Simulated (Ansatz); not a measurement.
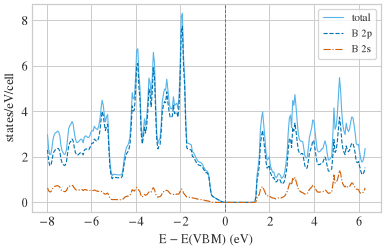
*Total and projected density of states of B (α-B12, R-3m), the program Ansatz at the PBEsol level (PAW)*

Which orbitals carry the states next to the gap?

Top 1 eV of the valence band: B 2p 95 %. Bottom 1 eV of the conduction band: B 2p 81 %, B 2s 16 %. Projections are on Löwdin-orthogonalised atomic valence shells; empty p or d shells of many metals are not among them.

Where is the tallest occupied peak in this window, and what makes it?

Near -1.9 eV, about 8.3 states/eV per cell; the largest projected share is B 2p.

The PBEsol relaxation kept the symmetry of its start.

Potentials: the later of the program's two PAW sets.
